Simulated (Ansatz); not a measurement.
# C$_{8}$H$_{24}$Si$_{3}$ (SiMe2(SiMe3)2): what the fields show

Input file:

```
crystal:
  periodic: [false, false, false]
  atoms:
    - {symbol: Si, position_ang: [0.885778, 0.001126, 0.472365]}
    - {symbol: C, position_ang: [1.115795, 0.028923, 2.369906]}
    - {symbol: H, position_ang: [0.136080, 0.035127, 2.890046]}
    - {symbol: H, position_ang: [1.676911, 0.931273, 2.691399]}
    - {symbol: H, position_ang: [1.679261, -0.863175, 2.714584]}
    - {symbol: C, position_ang: [2.605875, -0.023251, -0.360381]}
    - {symbol: H, position_ang: [3.197019, 0.872310, -0.076433]}
    - {symbol: H, position_ang: [2.514169, -0.034661, -1.465801]}
    - {symbol: H, position_ang: [3.182593, -0.922207, -0.057598]}
    - {symbol: Si, position_ang: [-0.301584, 1.932748, -0.179031]}
    - {symbol: C, position_ang: [-0.950952, 1.748503, -1.958298]}
    - {symbol: C, position_ang: [-1.773842, 2.195570, 0.996989]}
    - {symbol: C, position_ang: [0.837010, 3.455426, -0.093400]}
    - {symbol: H, position_ang: [-1.464211, 2.676282, -2.288797]}
    - {symbol: H, position_ang: [-1.677845, 0.913762, -2.035104]}
    - {symbol: H, position_ang: [-0.125603, 1.544876, -2.671443]}
    - {symbol: H, position_ang: [-2.457081, 1.321730, 0.990532]}
    - {symbol: H, position_ang: [-1.426802, 2.345295, 2.040263]}
    - {symbol: H, position_ang: [-2.361106, 3.091062, 0.702392]}
    - {symbol: H, position_ang: [1.233930, 3.602022, 0.932439]}
    - {symbol: H, position_ang: [1.702636, 3.348307, -0.779090]}
    - {symbol: H, position_ang: [0.287755, 4.377378, -0.380267]}
    - {symbol: Si, position_ang: [-0.308457, -1.933858, -0.154438]}
    - {symbol: C, position_ang: [-2.141488, -1.766525, 0.328761]}
    - {symbol: C, position_ang: [-0.178771, -2.178512, -2.036419]}
    - {symbol: C, position_ang: [0.421974, -3.460168, 0.716695]}
    - {symbol: H, position_ang: [-2.701770, -2.693442, 0.083063]}
    - {symbol: H, position_ang: [-2.623338, -0.926032, -0.212164]}
    - {symbol: H, position_ang: [-2.256196, -1.578549, 1.416317]}
    - {symbol: H, position_ang: [-0.586804, -1.306529, -2.586969]}
    - {symbol: H, position_ang: [0.877834, -2.310841, -2.348183]}
    - {symbol: H, position_ang: [-0.742504, -3.079984, -2.357494]}
    - {symbol: H, position_ang: [1.490250, -3.599514, 0.451208]}
    - {symbol: H, position_ang: [0.357246, -3.361987, 1.819972]}
    - {symbol: H, position_ang: [-0.123773, -4.382491, 0.424359]}
basis:
  gaussian: {orbitals: def2-TZVP, initial_orbitals: start.molden}
hamiltonian: {xc: pbe0, dispersion: d4}
scf: {omitted_lower_state_checks: [starts]}
output: {orbitals: {seedname: orbitals}}
```

Launched as:

```sh
ansatz run in.yaml --threads 4 --pin off --events-out ev --progress --plain --max-ram 6963MiB
```

Geometry: PBE-D4/def2-SVP.

Level of theory: Ansatz 0.2.0, RKS PBE0-D4/def2-TZVP.

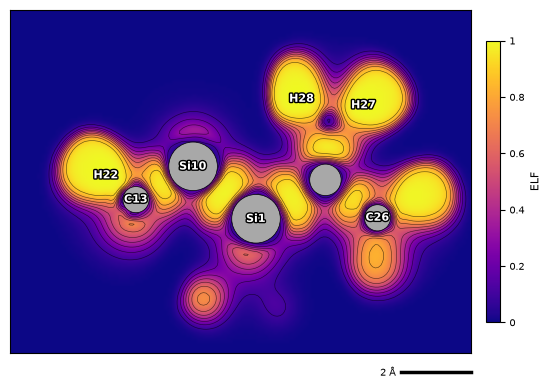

Figure 1. Electron localisation function on the plane of atoms Si10, C13 and H22. Grey discs cover the atomic cores.

**Read the bonding off the picture.**

The plane passes through Si, C and H nuclei.
C–Si (1.90 Å): the ELF peaks at about 0.95 between the atoms; a shared electron pair.
Si–Si (2.36 Å): the ELF peaks at about 1 between the atoms: a covalent bond.
C–H (1.11 Å): the ELF climbs to about 1 towards the hydrogen, as it does in any bond to H: an ordinary covalent bond to hydrogen.

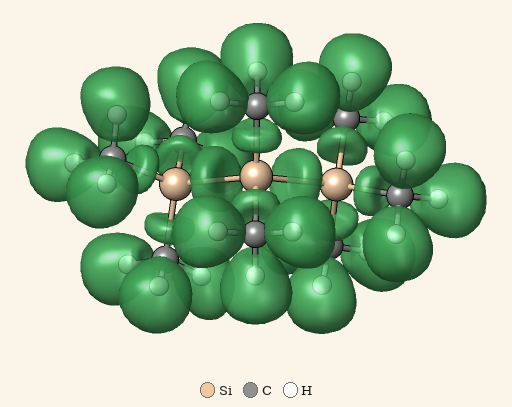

Figure 2. Isosurface of the ELF at 0.8 (green), seen from one side. Only the valence region is drawn (cores and ρ < 0.01 e/Å³ removed).

**Where are the electrons localised?**

The ELF exceeds this value in eight regions between bonded C–Si atoms (shared pairs), two regions between bonded Si–Si atoms (shared pairs) and 24 regions around hydrogen nuclei.

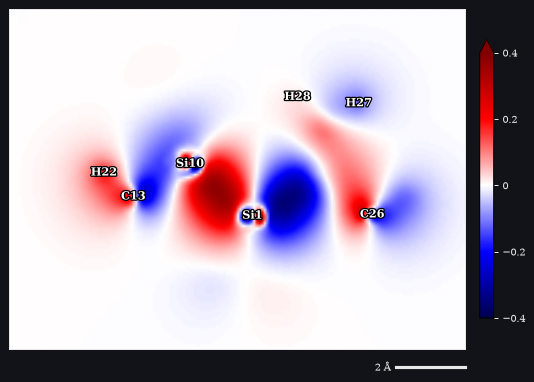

Figure 3. The HOMO on the plane of atoms Si10, C13 and H22 (values in Å⁻³ᐟ²; the overall sign is arbitrary).

**What is the character of this orbital?**

It lies mainly on Si1 (about 30 %), Si23 (about 20 %) and Si10 (about 20 %). Its energy is −6.51 eV.

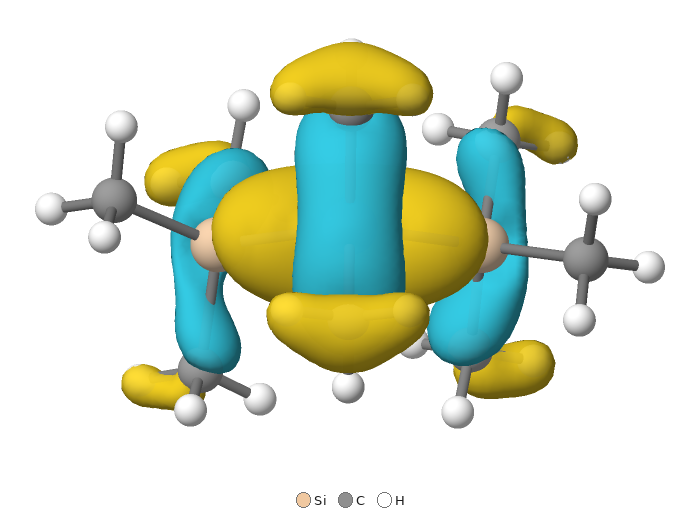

Figure 4. The HOMO−1 at ±0.1 Å⁻³ᐟ² (yellow and cyan are the two phases), seen from one side.

**Where does this orbital lie, and at what energy?**

Its weight (Hirshfeld) is mainly on Si1 (about 30 %), Si23 (about 10 %), Si10 (about 10 %), C2 (about 10 %) and C6 (about 10 %). Its energy is −7.36 eV.
